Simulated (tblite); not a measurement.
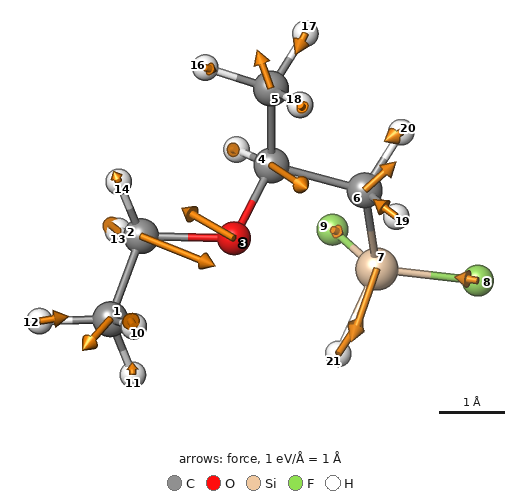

Starting geometry of C5H12F2OSi with the computed forces as orange arrows. Style: ball-and-stick. Shown at a tilt.

These are results of tblite, GFN2-xTB geometry optimisation, gas phase, not measurements. 

What follows when this structure is relaxed?

Answer. It isn't relaxed: the largest force vector, on a C atom, is 1.43 eV/Å. The final displacements have little in common with the starting forces (cosine between the two patterns 0.06). After 138 geometry steps the energy has fallen by 6.74 kcal/mol. The largest move after the best rigid fit is that of an F atom, 1.62 Å. By element the largest moves are F 1.62 Å, H 1.21 Å, Si 0.78 Å, C 0.57 Å, O 0.25 Å. Among the contacts that change: O–Si 3.280 → 2.524 Å, H–Si 1.485 → 1.439 Å, C–O 1.447 → 1.411 Å, C–Si 1.865 → 1.894 Å. Among the angles between lasting bonds that change: C–C–Si 114.8° → 104.9°, F–Si–F 108.5° → 99.8°, C–Si–H 112.7° → 121.3°. Groups turn about C–C by about 40°. Cost: 1.1 s on 1 thread of Arm Neoverse V1 (shared host).
